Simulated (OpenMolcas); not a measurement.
**Run report: P$_{4}$, energy and gradient calculation (part 1 of 2)**

System: P$_{4}$, SMILES p12p3p1p23.
Method: B3LYP/6-31G*, RKS (OpenMolcas 26.06).

The geometry comes from this level: PBE0-D4/def2-TZVP.

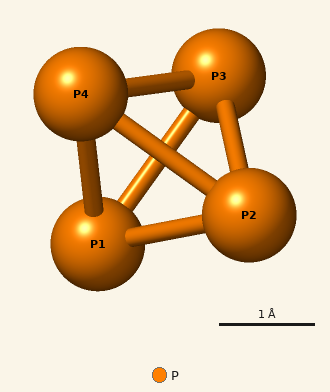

The structure (ball-and-stick view, seen at a tilt; atoms are numbered from 1 in the order of the input).

Input:
```
&GATEWAY
  BasLib
  $CurrDir
  Coord
  mol.xyz
  Basis
  6-31Gs
  Group
  NoSym

&SEWARD
  GridInput
  Grid=UltraFine
  End of Grid

&SCF
  KSDFT
  B3LYP
  Thresholds
  1e-10 1e-07 1e-07 1e-05
  PrOrbitals
  1 2

&ALASKA
```

File mol.xyz:
```
4

P     -0.724800    -0.100000     1.119400
P      1.294900     0.109800     0.315700
P     -0.185000    -1.091700    -0.749800
P     -0.385100     1.081900    -0.685200
```

Machine: 1 thread of Arm Neoverse V1, 24 GiB of memory available, shared host.

Launch command:
```bash
export MOLCAS_MEM=1860
pymolcas job.input > job.log
```

Log:
```
--- Start Module: gateway ---

                                              &GATEWAY

                       available to each process: 1.9 GB of memory, 1 thread

 Basis Set     1 Label: P.6-31GS
 Basis set is read from library:.
 basistype.tbl is not found

++    Symmetry information:
      ---------------------

                    Character Table for C1

                             E
                    a        1  x, y, xy, Rz, z, xz, Ry, yz, Rx, I
--

++    Basis set information:
      ----------------------

      Basis set label: P.6-31GS.........

      Electronic valence basis set:
      ------------------
      Associated Effective Charge  15.000000 au
      Associated Actual Charge     15.000000 au
      Nuclear Model: Point charge

      Shell  nPrim  nBasis  Cartesian Spherical Contaminant
         s      16       4        X
         p      10       3        X
         d       1       1                 X
--

++    Molecular structure info:
      -------------------------

                    ************************************************
                    **** Cartesian Coordinates / bohr, angstrom ****
                    ************************************************

     Center  Label                x              y              z                     x              y              z
        1      P1              -1.369673      -0.188973       2.115359             -0.724800      -0.100000       1.119400
        2      P2               2.447006       0.207492       0.596587              1.294900       0.109800       0.315700
        3      P3              -0.349599      -2.063014      -1.416917             -0.185000      -1.091700      -0.749800
        4      P4              -0.727734       2.044495      -1.294840             -0.385100       1.081900      -0.685200

                    ***************************************
                    *    InterNuclear Distances / bohr    *
                    ***************************************

               1 P1            2 P2            3 P3            4 P4
    1 P1       0.000000
    2 P2       4.126851        0.000000
    3 P3       4.126688        4.126790        0.000000
    4 P4       4.126733        4.126869        4.126683        0.000000

                    *******************************************
                    *    InterNuclear Distances / angstrom    *
                    *******************************************

               1 P1            2 P2            3 P3            4 P4
    1 P1       0.000000
    2 P2       2.183836        0.000000
    3 P3       2.183749        2.183803        0.000000
    4 P4       2.183773        2.183845        2.183747        0.000000
--

            Nuclear Potential Energy            327.13242412 au

--- Stop Module: gateway /rc=_RC_ALL_IS_WELL_ ---

--- Start Module: seward ---

                                              &SEWARD

                       available to each process: 1.9 GB of memory, 1 thread

               SEWARD will generate:
                  Multipole Moment integrals up to order  2
                  Kinetic Energy integrals
                  Nuclear Attraction integrals (point charge)
                  One-Electron Hamiltonian integrals
                  Velocity integrals
                  Orbital angular momentum around ( -0.0000   0.0000   0.0000 )
                  Velocity quadrupole around ( -0.0000   0.0000   0.0000 )
                  Two-Electron Repulsion integrals

                   Integrals are discarded if absolute value <: 1.00E-14
                   Integral cutoff threshold is set to       <: 1.00E-16

            Nuclear Potential Energy            327.13242412 au

      Basis set specifications :
      Symmetry species         a
      Basis functions           72

--- Stop Module: seward /rc=_RC_ALL_IS_WELL_ ---
--- Module seward spent 1 second ---

--- Start Module: scf ---

                                                &SCF

                       available to each process: 1.9 GB of memory, 1 thread

 ###############################################################################
 ###     Minimized-density-differences option turned off!                    ###
 ###############################################################################
++    Input section:
      --------------

      Header of the integral files:

      Cartesian coordinates in angstrom:
      -----------------------------------------------------
      No.  Label        X            Y            Z
      -----------------------------------------------------
       1   P1        -0.72480000  -0.10000000   1.11940000
       2   P2         1.29490000   0.10980000   0.31570000
       3   P3        -0.18500000  -1.09170000  -0.74980000
       4   P4        -0.38510000   1.08190000  -0.68520000
      -----------------------------------------------------
      Nuclear repulsion energy =  327.13242412
--

++    Orbital specifications:
      -----------------------

      Symmetry species               1
                                     a
      Frozen orbitals                0
      Occupied orbitals             30
      Secondary orbitals            42
      Deleted orbitals               0
      Total number of orbitals      72
      Number of basis functions     72
--

      Molecular charge                           0.000

      Numerical integration parameters
      --------------------------------
      Radial quadrature type:                         MHL
      Size of radial grid:                            99
      Lebedev angular grid:                           41
      Angular grid pruned with the crowding factor:  1.00E+10
                                 and fading factor:  1.00E+01
      Screening threshold for integral computation:   1.00E-11
      Radial quadrature accuracy:                     1.00E-25
      Maximum batch size:                             128
      AO values are stored on disk
      The same grid will be used for all iterations.

      DFT functional specifications
      -----------------------------
      Using Libxc version: 6.2.2
      Please cite the following reference:
      S. Lehtola, C. Steigemann, M. J.T. Oliveira, and M. A.L. Marques.,  SoftwareX 7, 1–5 (2018) doi:10.1016/j.softx.2017.11.002

      * B3LYP

++    Optimization specifications:
      ----------------------------

      SCF Algorithm: Conventional
      D(i)-D(i-1) density differences are used
      Number of density matrices in core                 5
      Maximum number of NDDO SCF iterations            400
      Maximum number of HF SCF iterations              400
      Threshold for SCF energy change             1.00E-10
      Threshold for density matrix                1.00E-07
      Threshold for Fock matrix                   1.00E-07
      Threshold for linear dependence             1.00E-09
      Threshold at which DIIS is turned on        1.50E-01
      Maximum depth in the DIIS procedure                5
      Maximum depth in the BFGS Hessian update          30
      Threshold at which QNR/C2DIIS is turned on  7.50E-02
      Threshold for Norm(delta) (QNR/C2DIIS)      1.00E-05
      All orbitals punched on: SCFORB
--

      Input vectors read from INPORB
      Orbital file label: *Guess orbitals

++ Convergence information
                                   B3LYP      iterations: Energy and convergence statistics

Iter     Tot. B3LYP      One-elec.       Two-elec.     Energy      Max Dij or  Max Fij      DNorm      TNorm      AccCon     Time
         Energy          Energy          Energy        Change      Delta Norm                                                in Sec.

 The total and one-electron energies are shifted by a value of      1000. a.u.

   1  -364.771507953 -1601.443555868   909.539623798   0.00E+00    7.07E-01*   2.84E-01*    1.12E+01   2.36E+02   None         1.
   2  -364.767657226 -1632.450598543   940.550517199   3.85E-03*   1.22E-01*   1.01E-01*    4.28E+00   2.41E+02   EDIIS        0.
   3  -365.425579991 -1613.664240519   921.106236410  -6.58E-01*   1.67E-02*   8.71E-03*    1.40E+00   2.38E+02   c2DIIS       1.
   4  -365.429939958 -1615.459177893   922.896813817  -4.36E-03*   8.19E-03*   1.66E-03*    1.28E-01   2.38E+02   QNRc2DIIS    1.
   5  -365.429940020 -1615.101787181   922.539423044  -6.12E-08*   4.15E-03*   1.65E-03*    4.96E-02   2.38E+02   QNRc2DIIS    1.
   6  -365.429982033 -1615.264525239   922.702119089  -4.20E-05*   4.44E-04*   1.13E-04*    1.98E-02   2.38E+02   QNRc2DIIS    1.
   7  -365.429982256 -1615.271741694   922.709335321  -2.23E-07*   2.63E-04*   4.19E-05*    3.25E-03   2.38E+02   QNRc2DIIS    1.
   8  -365.429982255 -1615.271047260   922.708640887   1.03E-09*   1.44E-04*   4.14E-05*    1.17E-03   2.38E+02   QNRc2DIIS    1.
   9  -365.429982298 -1615.270024550   922.707618134  -4.33E-08*   8.22E-07    1.89E-07*    7.66E-04   2.38E+02   QNRc2DIIS    1.
  10  -365.429982298 -1615.270031468   922.707625052  -3.64E-12    7.62E-08    9.32E-09     7.39E-06   2.38E+02   QNRc2DIIS    1.

       Convergence after  10 Iterations
--

 *****************************************************************************************************************************
 *                                             SCF/KS-DFT Program, Final results                                             *
 *                                                       Final Results                                                       *
 *****************************************************************************************************************************

::    Total KS-DFT energy                           -1365.4299822983
      One-electron energy                           -2615.2700314679
      Two-electron energy                             922.7076250521
      Nuclear repulsion energy                        327.1324241175
      Kinetic energy (interpolated)                  1362.9673556564
      Virial theorem                                    1.0018068126
      Total spin, S(S+1)                                0.0000000000
      Total spin, S                                     0.0000000000
      Max non-diagonal density matrix element           0.0000000594
      Max non-diagonal Fock matrix element              0.0000000016

      All orbitals with orbital energies smaller than  E(LUMO)+0.5 are printed

++    Molecular orbitals:
      -------------------

      Title: RKS-DFT orbitals

      Molecular orbitals for symmetry species 1: a

      Basis set list:
        1 P1     1s                 16 P1     3d0                31 P2     2pz                46 P3     2py                61 P4     2px
        2 P1     1s                 17 P1     3d1+               32 P2     3d2-               47 P3     2pz                62 P4     2py
        3 P1     1s                 18 P1     3d2+               33 P2     3d1-               48 P3     2pz                63 P4     2py
        4 P1     1s                 19 P2     1s                 34 P2     3d0                49 P3     2pz                64 P4     2py
        5 P1     2px                20 P2     1s                 35 P2     3d1+               50 P3     3d2-               65 P4     2pz
        6 P1     2px                21 P2     1s                 36 P2     3d2+               51 P3     3d1-               66 P4     2pz
        7 P1     2px                22 P2     1s                 37 P3     1s                 52 P3     3d0                67 P4     2pz
        8 P1     2py                23 P2     2px                38 P3     1s                 53 P3     3d1+               68 P4     3d2-
        9 P1     2py                24 P2     2px                39 P3     1s                 54 P3     3d2+               69 P4     3d1-
       10 P1     2py                25 P2     2px                40 P3     1s                 55 P4     1s                 70 P4     3d0
       11 P1     2pz                26 P2     2py                41 P3     2px                56 P4     1s                 71 P4     3d1+
       12 P1     2pz                27 P2     2py                42 P3     2px                57 P4     1s                 72 P4     3d2+
       13 P1     2pz                28 P2     2py                43 P3     2px                58 P4     1s
       14 P1     3d2-               29 P2     2pz                44 P3     2py                59 P4     2px
       15 P1     3d1-               30 P2     2pz                45 P3     2py                60 P4     2px

  Index Energy  Occupation Coefficients ...

    1  -77.0873    2.0000         19 P2     1s     (-0.879),

    2  -77.0873    2.0000          1 P1     1s     (-0.688),    55 P4     1s     ( 0.719),

    3  -77.0873    2.0000          1 P1     1s     (-0.426),    37 P3     1s     ( 0.824),

    4  -77.0872    2.0000          1 P1     1s     (-0.504),    19 P2     1s     (-0.457),    37 P3     1s     (-0.530),    55 P4     1s     (-0.500),

    5   -6.5751    2.0000          2 P1     1s     ( 0.511),    20 P2     1s     ( 0.531),    38 P3     1s     ( 0.502),    56 P4     1s     ( 0.512),

    6   -6.5750    2.0000         20 P2     1s     (-0.874),

    7   -6.5750    2.0000          2 P1     1s     (-0.718),    56 P4     1s     ( 0.734),

    8   -6.5750    2.0000         38 P3     1s     ( 0.873),

    9   -4.7359    2.0000          5 P1     2px    ( 0.269),    11 P1     2pz    (-0.415),    23 P2     2px    (-0.482),    44 P3     2py    ( 0.403),
                                  47 P3     2pz    ( 0.277),    62 P4     2py    (-0.401),    65 P4     2pz    ( 0.254),
```
